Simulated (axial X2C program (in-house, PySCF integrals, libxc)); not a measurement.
# All-electron X2C curves of MoO⁻, part 2 of 2

Computed with an in-house X2C program for linear molecules on PySCF integrals; all-electron X2C, Mo dyall-acv3z, O dyall-av3z. Earlier steps stand in the parts before.

## (8) The spin-free curves together

Energy (eV) of the followed determinant, spin-free, from each level's lowest point:

```csv
R (Å),PBE0,HF (jumps),MP2 (its reference jumps),CCSD (its reference jumps),CCSD(T) (its reference jumps),r2SCAN0
1.512,1.315,1.290,1.381,n/a,n/a,1.335
1.582,0.551,0.568,0.592,0.606,0.650,0.564
1.634,0.220,0.244,0.246,0.257,0.283,0.227
1.686,0.048,0.064,0.060,0.066,0.078,0.051
1.738,0.000,0.000,0.000,0.000,0.000,0.000
1.799,0.064,0.040,0.052,0.045,0.034,0.062
1.860,0.224,0.172,0.210,0.189,0.171,0.222
1.938,0.525,0.408,1.354,0.523,0.585,0.523
2.034,0.977,0.493,2.417,n/a,n/a,0.973
2.172,1.677,0.586,3.000,n/a,n/a,1.645
```

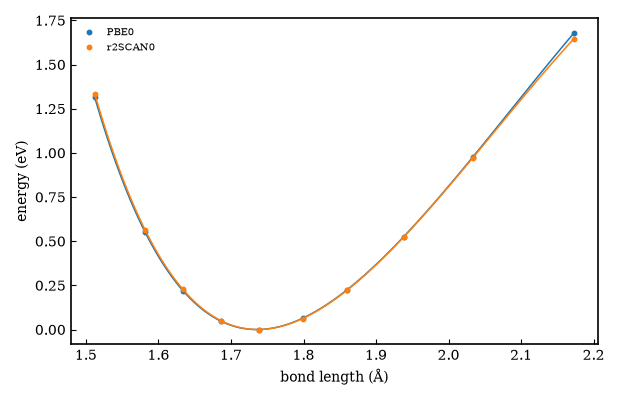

Curves of the followed state, spin-free, each from its own lowest point. Left out: HF, MP2, CCSD, CCSD(T).

## (9) PBE0, 2c

State followed: Ω = 5/2 (excess of +ω over −ω: ω = 5/2). The scan is laid around 1.738 Å, a first estimate of the minimum, and this SCF restarts from the orbitals of the search.

Output at 1.738 Å:

```text
two-component X2C + atomic mean field  PBE0
basis functions 217  fitting functions 1015  grid points 5075
iter        total energy     max residual
   1      -4107.000712462     1.66e+01
   2      -4121.177496939     1.39e-01
   3      -4104.147784107     3.55e-01
   4      -4121.252493075     1.28e-01
   5      -4121.614657833     6.30e-02
   6      -4121.012535342     1.81e-01
   7      -4121.741122187     4.97e-02
   8      -4121.781320341     1.12e-02
   9      -4121.782466755     6.67e-03
  10      -4121.783504176     2.90e-03
  11      -4121.783706199     3.62e-04
  12      -4121.783712247     2.39e-04
  13      -4121.783713969     7.69e-05
  14      -4121.783714282     2.82e-05
  15      -4121.783714309     6.97e-06
  16      -4121.783714313     3.24e-06
  17      -4121.783714314     7.47e-07
converged
one-electron -5897.60131597  Coulomb 1808.51656406  exact exchange -32.71014407  xc functional -100.38928835  nuclear repulsion 102.30353445  atomic mean-field constant -1.90306443
```

Along the bond, energies from the lowest point:

| R (Å) | E (eV) | μ (D) | HOMO (eV) | LUMO (eV) | iterations |
| --- | --- | --- | --- | --- | --- |
| 1.512 | 1.3110 | 1.33 | 0.71 | 1.66 | 19 |
| 1.582 | 0.5489 | 0.65 | 0.69 | 1.68 | 18 |
| 1.634 | 0.2189 | 0.08 | 0.65 | 1.70 | 18 |
| 1.686 | 0.0473 | -0.51 | 0.60 | 1.73 | 17 |
| 1.738 | 0.0000 | -1.12 | 0.53 | 1.75 | 17 |
| 1.799 | 0.0645 | -1.82 | 0.45 | 1.78 | 17 |
| 1.860 | 0.2246 | -2.51 | 0.36 | 1.80 | 17 |
| 1.938 | 0.5256 | -3.35 | 0.25 | 1.80 | 17 |
| 2.034 | 0.9778 | -4.26 | 0.13 | 1.80 | 18 |
| 2.172 | 1.6774 | -5.19 | 0.05 | 1.79 | 20 |

Dipoles are positive if O is the positive end and refer to the centre of mass.

Outer spinors at the reference distance:

```tsv
ω	occupied	ε (eV)	atomic character	λ mixture
1/2	yes	-35.07	97% Mo p	88% π, 12% σ
-3/2	yes	-33.83	98% Mo p	100% π
1/2	yes	-18.96	70% O s, 12% Mo d, 8% Mo p	100% σ
-1/2	yes	-18.89	69% O s, 11% Mo d, 8% Mo p	100% σ
1/2	yes	-4.36	63% O p, 28% Mo d, 4% O s	100% σ
-1/2	yes	-4.33	59% O p, 35% Mo d, 2% Mo f	94% π, 6% σ
3/2	yes	-4.28	59% O p, 36% Mo d, 2% Mo f	100% π
-1/2	yes	-4.18	72% O p, 20% Mo d, 3% O s	94% σ, 6% π
1/2	yes	-3.58	72% O p, 19% Mo d, 4% Mo f	100% π
-3/2	yes	-3.55	73% O p, 19% Mo d, 4% Mo f	100% π
-3/2	yes	-1.44	98% Mo d	100% δ
5/2	yes	-1.28	98% Mo d	100% δ
1/2	yes	-0.78	65% Mo s, 11% O p, 11% Mo d	100% σ
-1/2	yes	0.43	44% Mo d, 30% Mo p, 20% O p	100% π
3/2	yes	0.53	44% Mo d, 31% Mo p, 20% O p	100% π
-1/2	no	1.75	98% Mo p	100% π
3/2	no	1.75	98% Mo p	100% π
1/2	no	1.78	88% Mo p, 11% Mo s	100% σ
-1/2	no	2.05	98% Mo p	100% σ
```

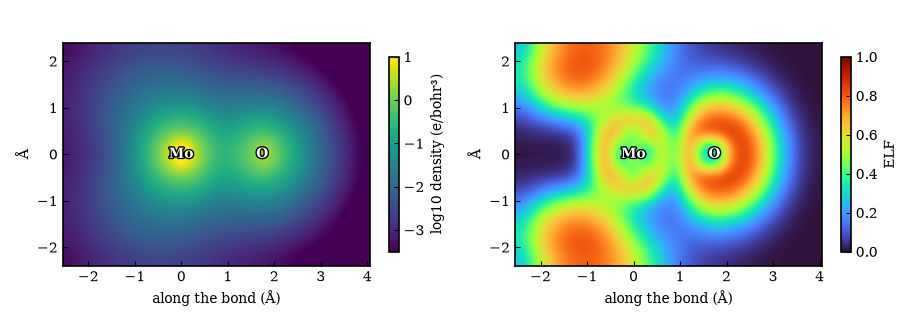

PBE0 fields in a plane through the axis, from a grid of 0.3 Å; Mo lies at z = 0 and O at z = 1.738 Å; the ELF is damped to zero where the density is low.

Re = 1.735 Å, ωe = 840 cm⁻¹, ωexe = 3.37 cm⁻¹, Be = 0.4072 cm⁻¹, De = 4.68 eV, μ = -1.09 D.

## (10) HF, 2c

Output at 1.738 Å:

```text
two-component X2C + atomic mean field  HF
basis functions 217  fitting functions 1015  grid points 5075
iter        total energy     max residual
   1      -4119.524858177     2.81e-01
   2      -4119.555263827     1.24e-02
   3      -4119.557405831     1.62e-02
   4      -4119.561490542     3.41e-03
   5      -4119.562275797     2.28e-03
   6      -4119.562606527     1.94e-03
   7      -4119.562875768     1.26e-03
   8      -4119.563053670     8.35e-04
   9      -4119.563142566     4.23e-04
  10      -4119.563166688     2.54e-04
  11      -4119.563177470     1.09e-04
  12      -4119.563180914     5.51e-05
  13      -4119.563181666     2.94e-05
  14      -4119.563181793     1.47e-05
  15      -4119.563181825     1.01e-05
  16      -4119.563181835     8.45e-06
  17      -4119.563181847     4.07e-06
  18      -4119.563181852     2.95e-06
  19      -4119.563181855     2.31e-06
  20      -4119.563181857     1.76e-06
  21      -4119.563181858     8.83e-07
converged
one-electron -5896.19746996  Coulomb 1807.18540339  exact exchange -130.95158531  xc functional 0.00000000  nuclear repulsion 102.30353445  atomic mean-field constant -1.90306443
```

No constants are quoted: the solution changes its character somewhere along the scan, so the fit is set aside.

## (11) r2SCAN0, 2c

Output at 1.738 Å:

```text
two-component X2C + atomic mean field  r2SCAN0
basis functions 217  fitting functions 1015  grid points 5075
iter        total energy     max residual
   1      -4122.106573394     6.32e-02
   2      -4122.108539643     5.97e-03
   3      -4122.104758218     1.79e-02
   4      -4122.109048790     4.50e-04
   5      -4122.109051195     6.12e-04
   6      -4122.109062392     1.35e-04
   7      -4122.109064053     7.64e-05
   8      -4122.109064849     5.22e-05
   9      -4122.109064963     1.66e-05
  10      -4122.109064975     4.39e-06
  11      -4122.109064977     1.80e-06
converged
one-electron -5897.81417555  Coulomb 1808.76141915  exact exchange -32.72105033  xc functional -100.73572827  nuclear repulsion 102.30353445  atomic mean-field constant -1.90306443
```

Re = 1.737 Å, ωe = 843 cm⁻¹, ωexe = 3.44 cm⁻¹, Be = 0.4066 cm⁻¹, De = 4.42 eV, μ = -1.35 D.

## (12) Correlated methods, 2c

Correlated methods: 13 electrons correlated (frozen shells, counted by type: Mo 4 s, 3 p, 1 d; O 1 s), 309 virtual spinors in MP2, 90 natural virtuals in coupled cluster.

Output of the correlated part at 1.738 Å:

```text
correlated 13  virtual 309  natural virtual 90  E(MP2) -0.416092359  MP2 remainder -0.021111001
iter   CCSD correlation   residual
   1     -0.355783716   2.47e-01
   2     -0.375206864   1.59e-01
   3     -0.380140210   3.62e-02
   4     -0.381188442   1.80e-02
   5     -0.381630085   7.44e-03
   6     -0.381706814   3.22e-03
   7     -0.381706941   1.40e-03
   8     -0.381724383   4.07e-04
   9     -0.381730860   1.81e-04
  10     -0.381724124   9.09e-05
  11     -0.381727492   4.96e-05
  12     -0.381726683   2.27e-05
  13     -0.381726469   9.84e-06
  14     -0.381726301   4.99e-06
  15     -0.381726190   2.35e-06
  16     -0.381726143   1.23e-06
  17     -0.381726139   5.98e-07
(T) -0.022933685  T1 0.0463  D1 0.0799  max T2 0.081
```

MP2: No constants are quoted: the reference changes its character somewhere along the scan, so the fit is set aside.

CCSD: No constants are quoted: the reference changes its character somewhere along the scan, so the fit is set aside.

CCSD(T): No constants are quoted: the reference changes its character somewhere along the scan, so the fit is set aside.

## (13) A higher determinant, 2c

State: Ω = 1/2 (excess of +ω over −ω: ω = -1/2, ω = -3/2, ω = 5/2).

Output at the reference distance:

```text
two-component X2C + atomic mean field  PBE0
basis functions 217  fitting functions 1015  grid points 5075
iter        total energy     max residual
   1      -4106.773267904     1.64e+01
   2      -4121.151555261     1.32e-01
   3      -4104.194895700     3.39e-01
   4      -4121.164573374     1.44e-01
   5      -4121.491574987     7.95e-02
   6      -4121.410823767     1.28e-01
   7      -4121.713286190     6.22e-02
   8      -4121.770025366     1.95e-02
   9      -4121.776798419     6.68e-03
  10      -4121.778383112     1.81e-03
  11      -4121.778647311     7.90e-04
  12      -4121.778714641     4.66e-04
  13      -4121.778761919     1.61e-04
  14      -4121.778771563     4.74e-05
  15      -4121.778772392     2.74e-05
  16      -4121.778772479     3.37e-06
  17      -4121.778772480     1.02e-06
converged
one-electron -5895.75670846  Coulomb 1806.56156397  exact exchange -32.67654186  xc functional -100.30755614  nuclear repulsion 102.30353445  atomic mean-field constant -1.90306443
```

```csv
R (Å),E above the lowest PBE0 point (eV)
1.512,1.136
1.582,0.460
1.634,0.200
1.686,0.104
1.738,0.134
1.799,0.289
1.860,0.535
1.938,0.929
2.034,1.449
```

Re = 1.697 Å, ωe = 930 cm⁻¹, ωexe = 4.12 cm⁻¹, Be = 0.4255 cm⁻¹, μ = 1.21 D. Te = 0.10 eV.

## (14) The 2c curves together

Energy (eV) of the followed determinant, 2c, from each level's lowest point:

```
R (Å)   PBE0  HF (jumps)  MP2 (its reference jumps)  CCSD (its reference jumps)  CCSD(T) (its reference jumps)  r2SCAN0
1.512  1.311       1.288                      1.380                         n/a                            n/a    1.332
1.582  0.549       0.567                      0.591                       0.599                          0.641    0.562
1.634  0.219       0.243                      0.246                       0.253                          0.280    0.226
1.686  0.047       0.064                      0.060                       0.065                          0.077    0.050
1.738  0.000       0.000                      0.000                       0.000                          0.000    0.000
1.799  0.065       0.040                      0.052                       0.045                          0.034    0.063
1.860  0.225       0.172                      0.211                       0.189                          0.171    0.222
1.938  0.526       0.406                      1.365                       0.523                          0.586    0.524
2.034  0.978       0.490                      2.416                         n/a                            n/a    0.973
2.172  1.677       0.581                      3.004                         n/a                            n/a    1.645
```

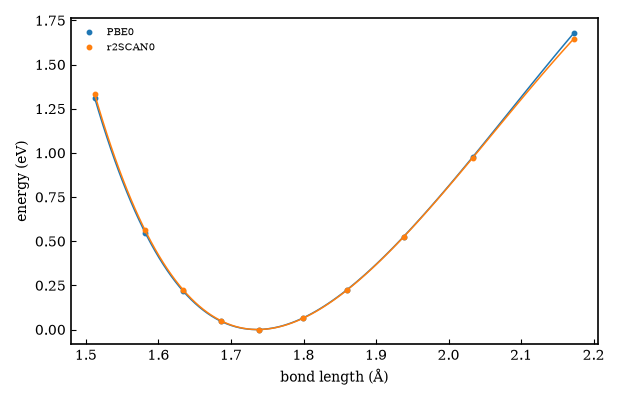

Curves of the followed state, 2c, each from its own lowest point. Left out: HF, MP2, CCSD, CCSD(T).

Time for the job: 4.8 min (1 thread of Arm Neoverse V1, shared host); peak memory 0.86 GiB.

## (15) What came out

What follows sums up all 2 parts.

Lowest determinant that the search found at its distance, spin-free: M_S = 5/2, Λ = 0 (beyond closed shells: σα, π+α, π-α, δ+α, δ-α).

Lowest determinant that the search found at its distance, 2c: Ω = 5/2 (excess of +ω over −ω: ω = 5/2).

```tsv
Hamiltonian	level	Re (Å)	ωe (cm⁻¹)	De (eV)
spin-free	PBE0	1.736	840	4.69
spin-free	r2SCAN0	1.737	843	4.42
2c	PBE0	1.735	840	4.68
2c	r2SCAN0	1.737	843	4.42
```

No constants: spin-free HF (the solution changes its character somewhere along the scan, so the fit is set aside); spin-free MP2 (the reference changes its character somewhere along the scan, so the fit is set aside); spin-free CCSD (the reference changes its character somewhere along the scan, so the fit is set aside); spin-free CCSD(T) (the reference changes its character somewhere along the scan, so the fit is set aside); 2c HF (the solution changes its character somewhere along the scan, so the fit is set aside); 2c MP2 (the reference changes its character somewhere along the scan, so the fit is set aside); 2c CCSD (the reference changes its character somewhere along the scan, so the fit is set aside); 2c CCSD(T) (the reference changes its character somewhere along the scan, so the fit is set aside).

Time per point (s) on 1 thread of Arm Neoverse V1, shared host (2c runs); the times are rough: PBE0 1.4, r2SCAN0 1.9.

In words: At PBE0, going from spin-free to two-component changes Re by 0 mÅ, ωe by 0.0 %; the spin-free picture holds up (part of it comes from the scalar share of the two-electron terms). It costs about 1.5 times the time. De moves by 0.00 eV; both De rest on single-determinant atoms, which can miss part of an open shell's spin–orbit lowering. The highest occupied level is positive at the mean-field levels quoted, but negative in the Hartree–Fock runs, so self-interaction plays a part.

De refers to Mo + O-, each in the lowest determinant found, which need not be this curve's own limit. Each curve is one determinant whose occupation by symmetry is held fixed; it was picked as the lowest of a PBE0 search that is not exhaustive. De is counted from the lowest determinant-based energies of the atoms at the same level, without counterpoise correction. Density functionals use the spin component along the axis (collinear). The meta-GGAs lack a current-density term, which matters for open shells with orbital currents, atoms included. With several unpaired electrons one determinant need not be a pure state. The spin-free determinant is spin-contaminated at some levels.
